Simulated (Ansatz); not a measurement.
**Lattice dynamics of YS (Fm-3m)**

Wanted: phonon frequencies of YS (Fm-3m) and what follows from them.

Method: DFT PBEsol, scalar-relativistic, plane waves, norm-conserving pseudopotentials, in Ansatz 0.2.0.

### 1. Set-up

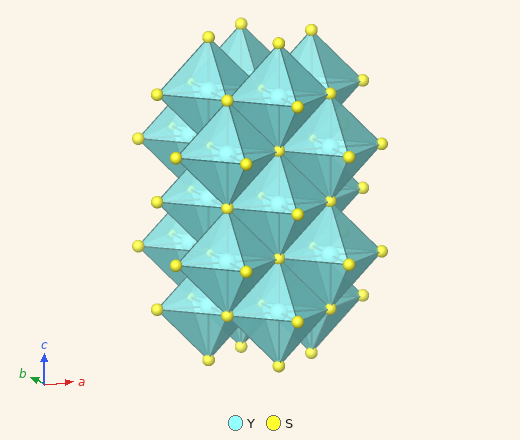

Start, viewed slightly off an axis; yttrium teal, sulfur yellow. 1×1×2 cells are drawn. This picture shows the conventional cell, with its axes. Some periodic images of atoms are drawn too.

### 2. Relaxation

Harmonic phonons are second derivatives at a point where the forces vanish, and they are wanted at zero stress, so atoms and cell are relaxed first.

The input, input.yaml:

```yaml
crystal:
  lattice:
    - [0.0, 2.74365, 2.74365]
    - [2.74365, 0.0, 2.74365]
    - [2.74365, 2.74365, 0.0]
  atoms:
    - { symbol: "Y", position: [0.5, 0.5, 0.5] }
    - { symbol: S, position: [0.0, 0.0, 0.0] }
kpoints:
  mp_grid: { grid: [12, 12, 12] }
hamiltonian:
  xc: pbesol
  pseudopotentials: { kind: nc }
scf:
  occupations: { method: gaussian, width: 0.1 }
output:
  forces: true
  stress: true
  eigenvalues: true
relax:
  adjacent_minimum: "off"
  f_tol: 0.005
  max_steps: 80
  cell: { stress_tol: 0.05 }
```

The run is started by

```bash
> ansatz run input.yaml --threads 4 --pin off --max-ram 7168MiB --backend cpu --events-out ev --progress --plain --runs-dir out
```

Numbers of over 12 decimals in the logs are rounded to 6 here.

The program printed:

```text
Engine: ansatz 0.2.0, aarch64-unknown-linux-gnu
Pseudopotentials: kind: nc
Pseudopotential: Y, nc, valence charge 11, recommended cutoff 979.609905 eV (normal), Y.nc.azcp (PseudoDojo's, or run here from an input of PseudoDojo's: the run reads no file of this project's for it)
Pseudopotential: S, nc, valence charge 6, recommended cutoff 707.496042 eV (normal), S.nc.azcp (PseudoDojo's, or run here from an input of PseudoDojo's: the run reads no file of this project's for it)
Functional definition: PBEsol
  exchange = pbesol_x
  correlation = pbesol_c
Crystal: 2 atoms, lattice volume = 41.306 Å³
Basis set: ecut = 979.609905 eV, 2891 PW (Γ), exchange–correlation on 80×80×80 points (8 copies of the dense FFT grid, shifted against one another)
Bands: 13, of which v1, the nominal top of the filled ones, is band 9 counted from 1 (8 counted from 0)
Symmetry: 48 space group operations
Space group: Fm-3m (ITA 225), of the structure as read, at distance tolerance 3.5e-5 Å
k-points: 72 of 1728
Non-local potential: Y, projectors of the file, l = 0: 2, l = 1: 2, l = 2: 2
Non-local potential: S, projectors of the file, l = 0: 2, l = 1: 2, l = 2: 2
Initial density: superposition of atomic densities (chi_scale 0.1, normalization cell, long waves kept (reshape's long-wave potential 0.00 eV rms))
Initial wavefunctions: pseudopotential atomic-orbital guess
Functional: x = pbesol(κ = 0.804, μ = 0.123457), c = pbesol(β = 0.046)
SCF iter   1: F=—  HF=-1413.888493 eV  |F-HF|=—  |Δ(HF+E_count)|=         —  Δρ=2.48e-2  dr2=2.88e-1  ethr=3.10e-3  ⟨swp⟩=6.0  Hψ=6235  notcnv=0
preconditioner: auto → Kerker (q_TF=auto, 2.353 Å⁻¹)  [metal: Δε(μ)=0.092 eV  Ē_g=9.015 eV  σ=0.100 eV  W_gap=0.48  n_scr=14 (ndim 8)  ℏωp=17.3 eV  f_vac=0.000  D(μ)=0.44/eV (n_scr^D=0)]
SCF iter   2: F=—  HF=-1413.819964 eV  |F-HF|=—  |Δ(HF+E_count)|=   6.85e-2  Δρ=1.24e-2  dr2=6.87e-2  ethr=1.70e-3  ⟨swp⟩=2.4  Hψ=1793  notcnv=0  defer=20
SCF iter   3: F=—  HF=-1413.800773 eV  |F-HF|=—  |Δ(HF+E_count)|=   1.92e-2  Δρ=2.68e-3  dr2=3.85e-3  ethr=4.04e-4  ⟨swp⟩=3.0  Hψ=1708  notcnv=0  defer=23
SCF iter   4: F=—  HF=-1413.800119 eV  |F-HF|=—  |Δ(HF+E_count)|=   6.54e-4  Δρ=4.80e-4  dr2=6.52e-5  ethr=2.26e-5  ⟨swp⟩=2.5  Hψ=1531  notcnv=0  defer=23
SCF iter   5: F=—  HF=-1413.800130 eV  |F-HF|=—  |Δ(HF+E_count)|=   1.11e-5  Δρ=1.06e-4  dr2=4.09e-6  ethr=3.83e-7  ⟨swp⟩=2.5  Hψ=1562  notcnv=0  defer=23
SCF iter   6: F=—  HF=-1413.800132 eV  |F-HF|=—  |Δ(HF+E_count)|=   1.57e-6  Δρ=2.05e-5  dr2=1.26e-7  ethr=2.41e-8  ⟨swp⟩=1.5  Hψ=959  notcnv=0  defer=23
SCF iter   7: F=-1413.800132 eV  HF=-1413.800132 eV  |F-HF|=3.00e-10  |Δ(HF+E_count)|=   3.31e-8  Δρ=2.10e-6  dr2=7.62e-10  ethr=5.88e-10  ⟨swp⟩=8.5  Hψ=5342  notcnv=0
SCF 1 converged in 7 iterations: F = -1413.800132 eV  dr2 = 7.62e-10
relax step   1: F+E_penalty+E_count = -1413.80013159 eV  Δ(F+E_penalty+E_count) = +0.000e0 eV  max|allowed force component| = 3.533e-29 eV/Å  Δτ_max = 0.0000 Å  P = -1.555 GPa  Ω = 41.306 Å³  (7 SCF iters, dr2 threshold 1.00e-7 eV, accepted)
Crystal: 2 atoms, lattice volume = 40.013 Å³
Basis set: ecut = 979.609905 eV, 2733 PW (Γ), exchange–correlation on 80×80×80 points (8 copies of the dense FFT grid, shifted against one another)
Initial density: handed on by an earlier stage of this run
Initial wavefunctions: those handed on with the density
iter 1 solved again at ethr=1.74e-6 eV; its pass at ethr=3.10e-3 eV (dr2=2.97e-4 eV) is discarded
SCF iter   1: F=—  HF=-1413.799947 eV  |F-HF|=—  |Δ(HF+E_count)|=         —  Δρ=7.17e-4  dr2=2.84e-4  ethr=1.74e-6  ⟨swp⟩=2.5  Hψ=7735  notcnv=0
preconditioner: auto → Kerker (q_TF=auto, 2.366 Å⁻¹)  [metal: Δε(μ)=0.052 eV  Ē_g=9.498 eV  σ=0.100 eV  W_gap=0.29  n_scr=14 (ndim 8)  ℏωp=17.6 eV  f_vac=0.000  D(μ)=0.49/eV (n_scr^D=0)]
SCF iter   2: F=—  HF=-1413.799895 eV  |F-HF|=—  |Δ(HF+E_count)|=   5.18e-5  Δρ=4.80e-4  dr2=1.27e-4  ethr=1.67e-6  ⟨swp⟩=1.0  Hψ=936  notcnv=0
SCF iter   3: F=—  HF=-1413.799860 eV  |F-HF|=—  |Δ(HF+E_count)|=   3.51e-5  Δρ=6.83e-5  dr2=1.88e-6  ethr=7.47e-7  ⟨swp⟩=2.8  Hψ=1508  notcnv=0
SCF iter   4: F=-1413.799860 eV  HF=-1413.799860 eV  |F-HF|=1.33e-8  |Δ(HF+E_count)|=   1.40e-7  Δρ=1.34e-5  dr2=5.32e-8  ethr=1.18e-9  ⟨swp⟩=7.8  Hψ=5493  notcnv=0
SCF 2 converged in 4 iterations: F = -1413.799860 eV  dr2 = 5.32e-8
relax step   2: F+E_penalty+E_count = -1413.79986012 eV  Δ(F+E_penalty+E_count) = +2.715e-4 eV  max|allowed force component| = 9.401e-29 eV/Å  Δτ_max = 0.0000 Å  P = +1.750 GPa  Ω = 40.013 Å³  energy of the carried Pulay correction = +1.388e-4 eV  (4 SCF iters, dr2 threshold 2.00e-7 eV, rejected (line search))
Crystal: 2 atoms, lattice volume = 40.688 Å³
Basis set: ecut = 979.609905 eV, 2741 PW (Γ), exchange–correlation on 80×80×80 points (8 copies of the dense FFT grid, shifted against one another)
iter 1 solved again at ethr=4.85e-7 eV; its pass at ethr=3.10e-3 eV (dr2=8.25e-5 eV) is discarded
SCF iter   1: F=—  HF=-1413.803347 eV  |F-HF|=—  |Δ(HF+E_count)|=         —  Δρ=3.77e-4  dr2=7.88e-5  ethr=4.85e-7  ⟨swp⟩=2.6  Hψ=7578  notcnv=0
preconditioner: auto → Kerker (q_TF=auto, 2.359 Å⁻¹)  [metal: Δε(μ)=0.040 eV  Ē_g=9.424 eV  σ=0.100 eV  W_gap=0.22  n_scr=14 (ndim 8)  ℏωp=17.5 eV  f_vac=0.000  D(μ)=0.53/eV (n_scr^D=0)]
SCF iter   2: F=—  HF=-1413.803332 eV  |F-HF|=—  |Δ(HF+E_count)|=   1.49e-5  Δρ=2.51e-4  dr2=3.43e-5  ethr=4.64e-7  ⟨swp⟩=1.0  Hψ=936  notcnv=0
SCF iter   3: F=—  HF=-1413.803323 eV  |F-HF|=—  |Δ(HF+E_count)|=   9.32e-6  Δρ=3.76e-5  dr2=6.33e-7  ethr=2.02e-7  ⟨swp⟩=2.8  Hψ=1501  notcnv=0
SCF iter   4: F=—  HF=-1413.803323 eV  |F-HF|=—  |Δ(HF+E_count)|=   3.31e-8  Δρ=1.01e-5  dr2=2.52e-8  ethr=3.72e-9  ⟨swp⟩=2.7  Hψ=1558  notcnv=0
SCF iter   5: F=—  HF=-1413.803323 eV  |F-HF|=—  |Δ(HF+E_count)|=   8.32e-9  Δρ=1.78e-6  dr2=1.08e-9  ethr=1.48e-10  ⟨swp⟩=2.0  Hψ=1096  notcnv=0
SCF iter   6: F=-1413.803323 eV  HF=-1413.803323 eV  |F-HF|=6.82e-12  |Δ(HF+E_count)|=  3.81e-10  Δρ=2.48e-7  dr2=1.45e-11  ethr=1.00e-12  ⟨swp⟩=5.7  Hψ=5138  notcnv=0
SCF 3 converged in 6 iterations: F = -1413.803323 eV  dr2 = 1.45e-11
relax step   3: F+E_penalty+E_count = -1413.80332315 eV  Δ(F+E_penalty+E_count) = -3.192e-3 eV  max|allowed force component| = 1.177e-29 eV/Å  Δτ_max = 0.0000 Å  P = -0.043 GPa  Ω = 40.688 Å³  energy of the carried Pulay correction = +6.584e-5 eV  (6 SCF iters, accepted)
Initial wavefunctions: pseudopotential atomic-orbital guess (no wavefunctions were taken with the density)
iter 1 solved again at ethr=1.94e-7 eV; its pass at ethr=3.10e-3 eV (dr2=3.30e-5 eV) is discarded
SCF iter   1: F=—  HF=-1413.803266 eV  |F-HF|=—  |Δ(HF+E_count)|=         —  Δρ=1.30e-5  dr2=2.86e-9  ethr=1.94e-7  ⟨swp⟩=4.0  Hψ=9670  notcnv=0
eigensolver tolerance schedule: the retry pair's looser diagonalisation over-reported the residual by 11529.15 of it (diagonalisation noise at 2.60 of the residual, at the tolerance the schedule requests for it); recorded, not acted on — ethr = c·dr2/N_el stays at c = 1.0e-1
preconditioner: auto → Kerker (q_TF=auto, 2.359 Å⁻¹)  [metal: Δε(μ)=0.041 eV  Ē_g=9.421 eV  σ=0.100 eV  W_gap=0.22  n_scr=14 (ndim 8)  ℏωp=17.5 eV  f_vac=0.000  D(μ)=0.53/eV (n_scr^D=0)]
SCF iter   2: F=—  HF=-1413.803267 eV  |F-HF|=—  |Δ(HF+E_count)|=   4.35e-7  Δρ=6.84e-6  dr2=8.41e-10  ethr=1.68e-11  ⟨swp⟩=3.3  Hψ=2106  notcnv=0
SCF iter   3: F=-1413.803267 eV  HF=-1413.803267 eV  |F-HF|=5.57e-11  |Δ(HF+E_count)|=   6.52e-9  Δρ=6.68e-7  dr2=1.92e-11  ethr=1.00e-12  ⟨swp⟩=7.0  Hψ=6245  notcnv=0
SCF 4 converged in 3 iterations: F = -1413.803267 eV  dr2 = 1.92e-11
relax step   4: F+E_penalty+E_count = -1413.80326659 eV  Δ(F+E_penalty+E_count) = +5.655e-5 eV  max|allowed force component| = 1.708e-29 eV/Å  Δτ_max = 0.0000 Å  P = -0.048 GPa  Ω = 40.688 Å³  stress off target by 4.77e-2 GPa  SCF on the basis re-selected at this cell (its energy is not comparable with the rows above)  (3 SCF iters)
basis re-selected at this cell: Δ(F+E_penalty+E_count) = +5.655e-5 eV, ΔP = -0.004 GPa vs the last step (what re-selecting the basis moved, of the pressure what is left beyond the Pulay correction that the steps carried, after the strain that the cell walked since its last selection, with what the two solves' SCF thresholds leave and, on support functions, any second-order correction that the steps lacked; it is no m [...]
SCF converged after 3 iterations
Free energy (F): -1413.803267 eV
Harris-Foulkes:  -1413.803267 eV  (|F-HF|=5.57e-11)
Internal energy: -1413.800639 eV  (E = F + TS)
E sigma→0 (E₀):  -1413.801953 eV
Entropy (-TS):   -0.002628 eV (-1.314 meV/atom)
Fermi energy:    12.696829 eV
--- Per-component energies (eV) ---
  E_band       = -71.403343
  E_kinetic    = 423.758587
  E_local      = -727.818890  (includes V_loc(G=0)·N_el)
  E_nonlocal   = 156.094338
  E_hartree    = 177.151466
  E_xc         = -304.062140
  E_vxc        = -277.740288  (∫ρ·V_xc dr)
  E_ewald      = -1138.924001
  E_smearing   = -0.002628  (= −TS)
  E_closure    = -0.000000  (closes the sum)
  Σ components = -1413.803267   (vs F -1413.803267, Δ=0.00e0)
--- Forces (eV/Å), atoms counted from 1 ---
  atom   1  Y      0.00000000    -0.00000000     0.00000000
  atom   2  S     -0.00000000     0.00000000    -0.00000000
  max |Σ_I F_I| component: 3.34e-29 eV/Å
--- Stress (GPa, compression-positive) ---
       -0.047745      -0.000000      -0.000000
       -0.000000      -0.047745      -0.000000
       -0.000000      -0.000000      -0.047745
  P = ⅓ Tr σ = -0.0477 GPa (-0.477 kbar)
--- Band table (eV; the first three rows and the last of 72) ---
  k-point 0: bands = [... 5 lower, 9.3018, 9.3018, 9.3018, 12.4745, 12.4745, 12.4745, 13.3325, 13.3325]
  k-point 1: bands = [... 5 lower, 8.8870, 9.0845, 9.0845, 12.5684, 12.6221, 12.6221, 13.6704, 13.6704]
  k-point 2: bands = [... 5 lower, 8.0009, 8.6118, 8.6118, 12.7308, 13.0111, 13.0111, 14.5454, 14.5454]
  k-point 71: bands = [... 5 lower, 7.1946, 7.4603, 7.4603, 13.5395, 13.5395, 15.5263, 16.1942, 16.6273]
--- Relaxed structure (3 steps of the walk, 2 accepted, 1 SCFs on fresh bases) ---
  F+E_penalty+E_count = -1413.80326659 eV   max|allowed force component| = 1.708e-29 eV/Å   (the final SCF, on the basis selected at the relaxed cell)
  cell:  # Å, volume = 40.6876 Å³
    - [0, 2.729882, 2.729882]
    - [2.729882, 0, 2.729882]
    - [2.729882, 2.729882, 0]
  atoms:
    - { symbol: Y, position: [0.5, 0.5, 0.5] }
    - { symbol: S, position: [0, 0, 0] }
```

Wall time 7.1 s (4 threads of Arm Neoverse V2, shared host); peak memory 0.43 GiB; 27 s of CPU time.

This run has no spin polarisation although its electron count is odd.

Relaxation path:

```
step  energy less that of the first step (eV)  largest force component (eV/Å)  pressure (GPa)  volume (Å³)
   1                                   0.0000                          0.0000           -1.56        41.31
   2                                   0.0003                          0.0000            1.75        40.01
   3                                  -0.0032                          0.0000           -0.04        40.69
  4*                                  -0.0031                          0.0000           -0.05        40.69
```

Relaxation steps marked * repeat the geometry before them on a plane-wave basis chosen anew for their cell, so energy and pressure can jump there. Relaxation step 2 was tried and not accepted.

Forces are held to the 48 operations that the run works with; a distortion that breaks them can't arise in this run.

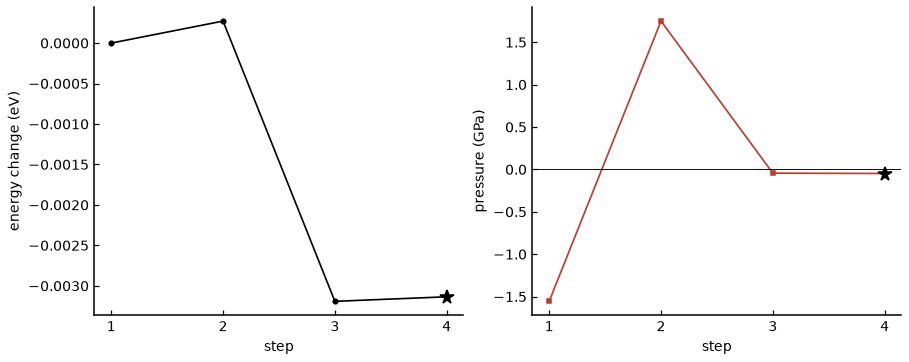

Energy and pressure along the relaxation. Stars mark steps on a basis chosen anew.

```csv
"conventional cell, symmetrised",before,after,change
a (Å),5.487,5.460,-0.5 %
b (Å),5.487,5.460,-0.5 %
c (Å),5.487,5.460,-0.5 %
volume (Å³/atom),20.65,20.34,-1.5 %
```

Final coordinates:

```xyz
2
Lattice="0.0000 2.7299 2.7299 2.7299 0.0000 2.7299 2.7299 2.7299 0.0000" Properties=species:S:1:pos:R:3 pbc="T T T"
Y     2.7299    2.7299    2.7299
S     0.0000    0.0000    0.0000
```

Numbers from this step:

```yaml
pressure: -0.04774 GPa
volume_per_atom: 20.34 Å³
gap_on_the_k_mesh: 0 eV
```

In this step the volume went from 20.65 to 20.34 Å³/atom.

### 3. Relaxing to small forces for the phonons

Phonons need a cell at rest on their own settings, so the relaxation is repeated with tight tolerances on forces and stress on the k mesh and occupations of the first response run.

input.yaml, the sections that differ from step 2:

```yaml
crystal:
  lattice:
    - [0.0, 2.7298823815, 2.7298823815]
    - [2.7298823815, 0.0, 2.7298823815]
    - [2.7298823815, 2.7298823815, 0.0]
  atoms:
    - { symbol: "Y", position: [0.5, 0.5, 0.5] }
    - { symbol: S, position: [0.0, 0.0, 0.0] }
scf:
  occupations: { method: methfessel_paxton, width: 0.15 }
relax:
  adjacent_minimum: "off"
  f_tol: 0.001
  max_steps: 60
  cell: { stress_tol: 0.01 }
# kpoints, hamiltonian, output: as in step 2
```

The program printed:

```text
[...]
Crystal: 2 atoms, lattice volume = 40.688 Å³
Basis set: ecut = 979.609905 eV, 2741 PW (Γ), exchange–correlation on 80×80×80 points (8 copies of the dense FFT grid, shifted against one another)
Bands: 13, of which v1, the nominal top of the filled ones, is band 9 counted from 1 (8 counted from 0)
Symmetry: 48 space group operations
[...]
k-points: 72 of 1728
[...]
k-point 71: bands = [... 5 lower, 7.2012, 7.4678, 7.4678, 13.5481, 13.5481, 15.5368, 16.2058, 16.6386]
--- Relaxed structure (3 steps of the walk, 3 accepted, 1 SCFs on fresh bases) ---
[...]
cell:  # Å, volume = 40.6632 Å³
    - [0, 2.729338, 2.729338]
    - [2.729338, 0, 2.729338]
    - [2.729338, 2.729338, 0]
  atoms:
    - { symbol: Y, position: [0.5, 0.5, 0.5] }
    - { symbol: S, position: [0, 0, 0] }
[key lines of the parts left out:]
SCF converged after 5 iterations
Free energy (F): -1413.801400 eV
Fermi energy:    12.709649 eV
P = ⅓ Tr σ = -0.0003 GPa (-0.003 kbar)
```

The job ended after 6.8 s (4 threads; peak memory 0.43 GiB).

Little changed from the start: no atom moved by 0.005 Å and no cell edge by 0.1 %.

Numbers from this step:

```yaml
pressure: -2.55e-4 GPa
volume_per_atom: 20.33 Å³
```

The forces vanish by symmetry and the pressure is 0.000 GPa, within the tolerances set. The cell now holds 20.33 Å³/atom.

### 4. Linear response at the zone centre

The zone centre comes first: it holds the modes that light can see, as far as symmetry allows. No field response is asked, since the mesh shows no gap.

input.yaml, the sections that differ from step 3:

```yaml
crystal:
  lattice:
    - [0.0, 2.7293379418, 2.7293379418]
    - [2.7293379418, 0.0, 2.7293379418]
    - [2.7293379418, 2.7293379418, 0.0]
  atoms:
    - { symbol: "Y", position: [0.5, 0.5, 0.5] }
    - { symbol: S, position: [0.0, 0.0, 0.0] }
output:
  eigenvalues: true
phonons:
  method: dfpt
# kpoints, hamiltonian, scf: as in step 3
# relax: removed
```

The program printed:

```text
[...]
Crystal: 2 atoms, lattice volume = 40.663 Å³
Basis set: ecut = 979.609905 eV, 2741 PW (Γ), exchange–correlation on 80×80×80 points (8 copies of the dense FFT grid, shifted against one another)
Bands: 13, of which v1, the nominal top of the filled ones, is band 9 counted from 1 (8 counted from 0)
Symmetry: 48 space group operations
k-points: 163 of 1728 (irreducible under 8 space group operations, time reversal used)
[...]
SCF iter   1: F=—  HF=-1413.890770 eV  |F-HF|=—  |Δ(HF+E_count)|=         —  Δρ=2.50e-2  dr2=2.89e-1  ethr=3.10e-3  ⟨swp⟩=6.7  Hψ=31958  notcnv=0
automatic band count: the SCF goes on with 17 bands, as 13 were too few: they end inside the smearing window of the response
[...]
SCF iter   2: F=—  HF=-1413.807809 eV  |F-HF|=—  |Δ(HF+E_count)|=   8.30e-2  S|Δr|=    0.00e0  Δρ=8.67e-3  dr2=3.59e-2  ethr=1.70e-3  ⟨swp⟩=3.8  Hψ=6398  notcnv=0  defer=521
[...]
SCF iter   9: F=-1413.801400 eV  HF=-1413.801400 eV  |F-HF|=2.27e-13  |Δ(HF+E_count)|=  4.77e-12  S|Δr|=    0.00e0  Δρ=1.68e-8  dr2=4.57e-14  ethr=1.00e-12  ⟨swp⟩=13.2  Hψ=16430  notcnv=0
SCF 1 converged in 9 iterations: F = -1413.801400 eV  dr2 = 4.57e-14
DFPT response loops at Γ: preconditioner auto → Kerker (q_TF=auto, 2.359 Å⁻¹) (partly filled bands, converged f_vac=0.000); β = 1.00, the filter's whole step (`scf.mixing.beta` (0.50) is not read by the response loops under this deck's `scf.mixing.preconditioner`; to damp them name `kerker` or `kerker_dos`, under which they read `scf.mixing.beta`, and type it under 1.00, their step now; both keys bind the ground state too); Broyden in place of MSR1
SCF converged after 9 iterations
[...]
Free energy (F): -1413.801400 eV
[...]
Internal energy: -1413.803033 eV  (E = F + TS)
E sigma→0 (E₀):  -1413.801809 eV
Entropy (-TS):   0.001633 eV (0.816 meV/atom)
Fermi energy:    12.709649 eV
[...]
--- Band table (eV; the first three rows and the last of 163) ---
  k-point 0: bands = [... 5 lower, 9.3099, 9.3099, 9.3099, 12.4821, 12.4821, 12.4821, 13.3408, 13.3408, ... 4 higher]
  k-point 1: bands = [... 5 lower, 8.8949, 9.0924, 9.0924, 12.5761, 12.6298, 12.6298, 13.6790, 13.6790, ... 4 higher]
  k-point 2: bands = [... 5 lower, 8.0084, 8.6192, 8.6192, 12.7389, 13.0191, 13.0191, 14.5548, 14.5548, ... 4 higher]
  k-point 162: bands = [... 5 lower, 7.2012, 7.4678, 7.4678, 13.5481, 13.5481, 15.5368, 16.2058, 16.6386, ... 4 higher]
--- Phonons (Γ-DFPT): 2 representative perturbations + reference, on 163 of 1728 k-points (Σ response iterations 6) ---
  k mesh reduced under 8 symmetry operations, with k and −k counted as one. Each operation leaves every solved perturbation unchanged. A smaller set is not used because it would not reduce the number of displacements times k-points to solve
  ASR residual: 3.575e-5 → 0.000e0 eV/Å²; symmetrization residual: 2.923e-6 eV/Å²
  ASR residual per site (eV/Å²): 3.57e-5 1.98e-6
  Γ frequencies (cm⁻¹): 0.00 0.00 0.00 300.10 300.10 300.10
  non-analytic LO–TO correction: not included (Born effective charges unavailable; polar crystals: no LO–TO splitting at Γ)
```

Elapsed: 17 s, on 4 threads; peak memory 1 GiB; 67 s of CPU time.

The column dr2 measures how far the density is from self-consistency, as an energy; F and HF (Harris–Foulkes) agree once it is small.

This step gave:

* sum-rule residual before enforcement: 3.57e-5 eV/Å²
* point group: m-3m
* highest optical mode at the zone centre (no LO-TO term): 300.1 cm⁻¹
* lowest optical zone-centre mode: 300.1 cm⁻¹

Patterns of degenerate modes are one choice out of their space. Modes at Γ, with each element's share of the kinetic energy:

```
mode  frequency (cm⁻¹)  symmetry  Y %  S %
   1               0.0  acoustic   73   27
   2               0.0  acoustic   73   27
   3               0.0  acoustic   73   27
   4             300.1       T1u   27   73
   5             300.1       T1u   27   73
   6             300.1       T1u   27   73
```

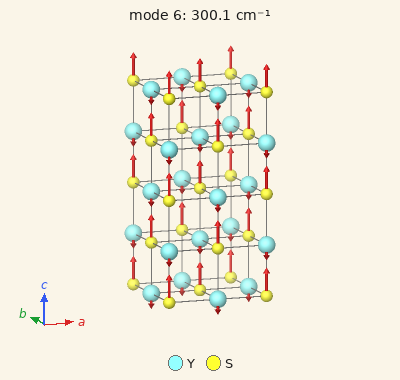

Displacement patterns of mode 6 at Γ; arrows are exaggerated. 1×1×2 conventional cells are drawn. Some periodic images of atoms are drawn too.

Before it was imposed, the acoustic sum rule was missed by 3.6e-5 eV/Å². Small misses are needed for a sound result but don't prove that mesh and cutoff are converged. The lowest optical mode is real, 300 cm⁻¹.

[end of part 1 of 2]

[Logs are printed without paths, hosts, clocks, repeated set-up lines and the standing remarks that a program may print on its own settings, such as how far it seeks lower states.]

[Hosts, paths, dates, database ids (printed as entryN), source tags and the programs' standing remarks are cut or masked in the printed files.]
